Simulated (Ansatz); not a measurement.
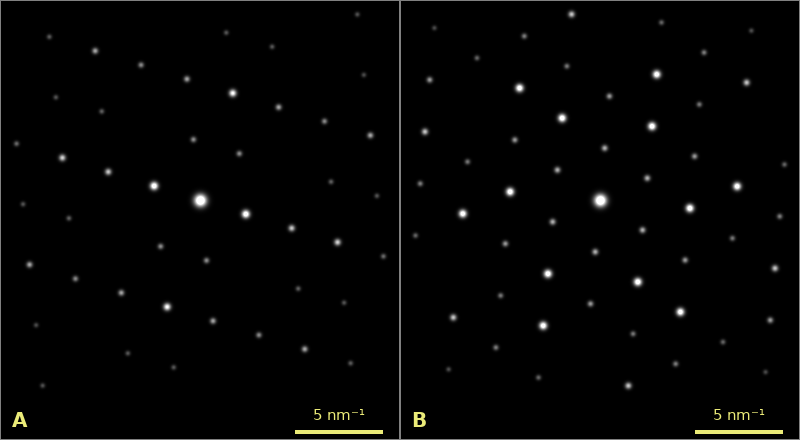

Kinematic electron diffraction patterns (120 kV, B = 0.5 Å², same scale, each along a low-index zone) of two structures of composition MgB, each relaxed at zero pressure with DFT PBE, scalar-relativistic, plane waves, PAW in Ansatz 0.2.0.

The structures (standard cells):
1. P2_13 (No. 198), a = 4.720 Å, 8 atoms; generated start, possibly hypothetical
2. P6_3/mmc (No. 194), a = 4.186 Å, c = 4.651 Å (hexagonal axes), 4 atoms; generated start, possibly hypothetical

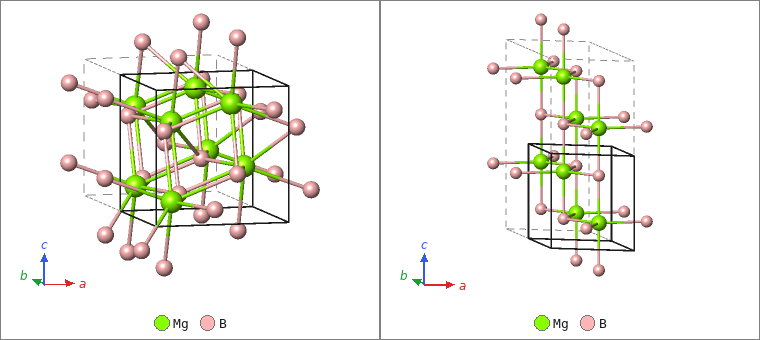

Drawings of the structures 1 to 2, from left to right (each may span several cells).

> Which pattern belongs to which structure, and along which zone?

A is structure 2 along [101] or an equivalent direction: centred rectangular net of 0 1 0 at d = 3.63 Å and 1 0 -1 at d = 2.86 Å, 66.8° apart (some points of this net are extinct or too weak to see). B is structure 1 along [111] or an equivalent direction: hexagonal net of -1 1 0 at d = 3.34 Å and -1 0 1 at d = 3.34 Å, 60.0° apart (some points of this net are extinct or too weak to see).

> Rank the structures by their computed energy.

Structure 1 (P2_13, 13.14 Å³ an atom) is the lowest of these; structure 2 (P6_3/mmc, 17.64 Å³ an atom) lies about 230 meV an atom higher. These are static energies at 0 K; other structures, not shown, may lie lower still.
